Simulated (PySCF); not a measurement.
## Electronic structure of C3H8FNSi in real space

```xyz
14

F     0.7406    2.3028    1.3469
Si    0.4165    1.4749   -0.0031
C     1.2756   -0.2085   -0.1473
C     0.1920   -1.2062    0.2739
C    -1.1581   -0.6516   -0.1785
N    -1.1324    0.7672    0.1289
H     0.6738    2.4362   -1.0631
H     1.5698   -0.3941   -1.1799
H     2.1678   -0.3224    0.4636
H     0.3632   -2.2013   -0.1386
H     0.1848   -1.2809    1.3620
H    -1.2995   -0.8255   -1.2548
H    -1.9831   -1.1325    0.3550
H    -2.0117    1.2414    0.0127
```

Geometry: GFN2-xTB.

The calculation used PBE0/def2-SVPD, SCF density, gas phase in PySCF.

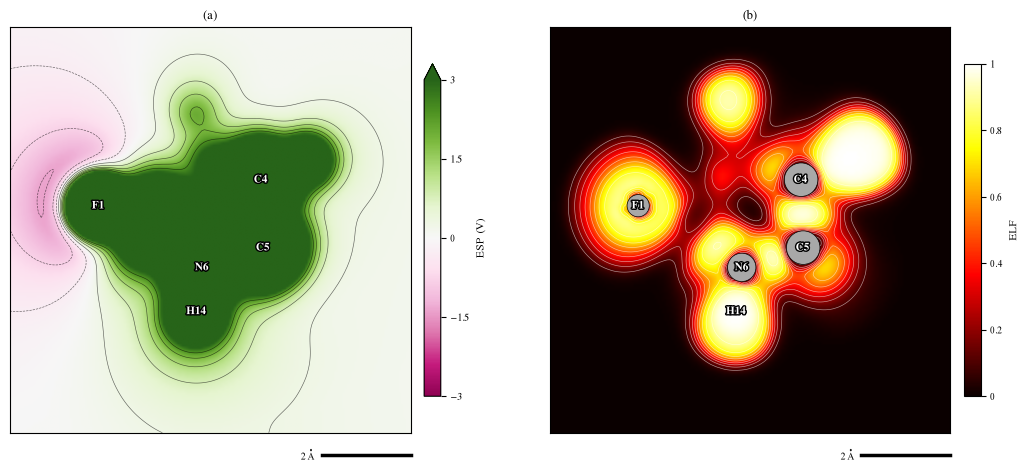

Figure 1. (a) molecular electrostatic potential; (b) electron localisation function on the plane of atoms C4, C5 and N6. Grey discs cover the atomic cores in the ELF map.

### What does the map show?

Atoms in the plane: F, C, N and H.
C–N (1.45 Å): the ELF peaks at about 0.95 between the atoms, as expected for a shared electron pair.
C–C (1.53 Å): the ELF peaks at about 0.95 between the atoms, as expected for a covalent bond.
N–H (1.01 Å): the ELF climbs to about 1 towards the hydrogen, as it does in any bond to H (a covalent bond by its length).
The ELF also peaks beside F1, away from the bonds: lone-pair regions.
Outside the dense part of the molecule the potential is most negative (−1.4 V) near F1.

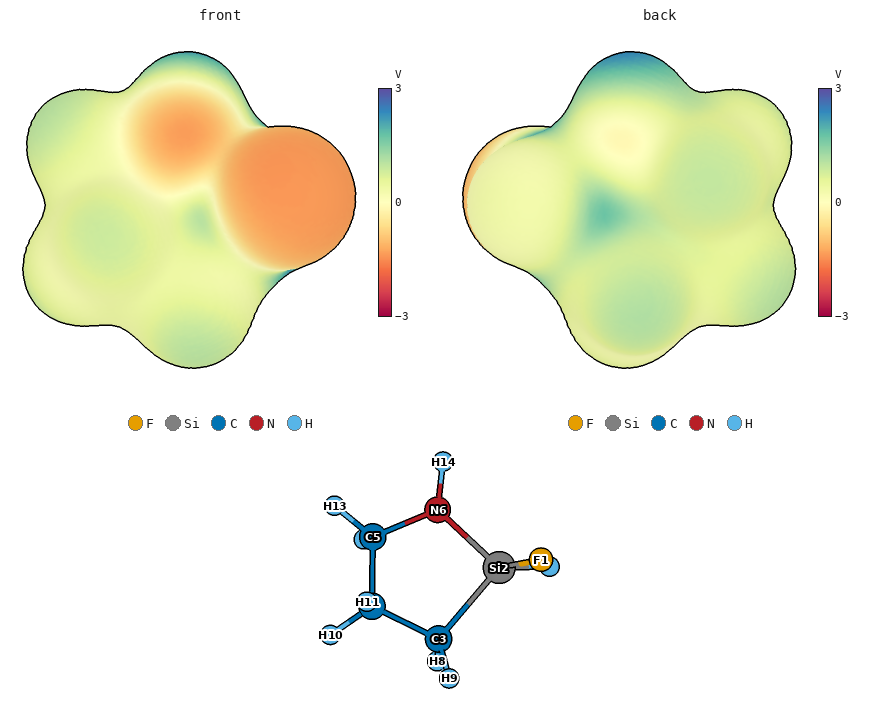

Figure 2. The electrostatic potential painted on the density surface at 0.004 e/bohr³, seen from the front and from behind; the colour scale runs from red (negative) to blue (positive). The bare structure is drawn below in the same view.

### Describe the electrostatic potential map.

The most negative region (about −1.4 V) lies over F1, the most positive (about +2.3 V) over Si2 and H14.
